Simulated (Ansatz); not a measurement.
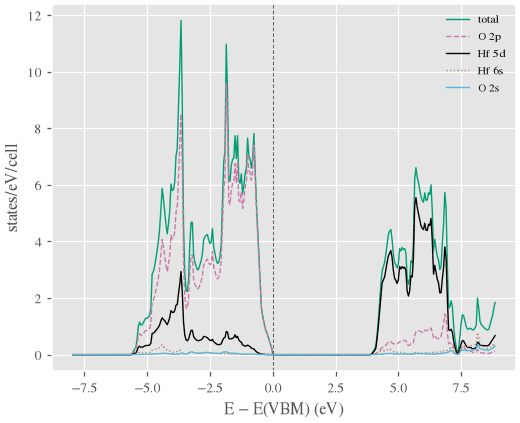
Total and projected density of states of HfO2 (rutile, P4_2/mnm), DFT-LDA in the program Ansatz with PAW potentials

Which orbitals carry the states next to the gap?

Top 1 eV of the valence band: O 2p 95 %. Bottom 1 eV of the conduction band: Hf 5d 83 %, O 2p 10 %. Projections are on Löwdin-orthogonalised atomic valence shells; empty p or d shells of many metals are not among them.

Where is the tallest occupied peak in this window, and what makes it?

Near -3.6 eV, about 12 states/eV per cell; the largest projected share is O 2p.

The first step of the workflow began from a Materials Project structure, measured or hypothetical; the Crystallography Open Database copy checked does not list it. It is not the phase usual at ambient conditions (space group No. 14, 29). Symmetry was held in the LDA relaxation; of distortions, only those at the zone centre were tested. No spin polarisation was allowed. Scalar-relativistic: spin–orbit coupling is off unless named, which matters more the heavier the elements.

Potentials: the later of the program's two PAW sets.
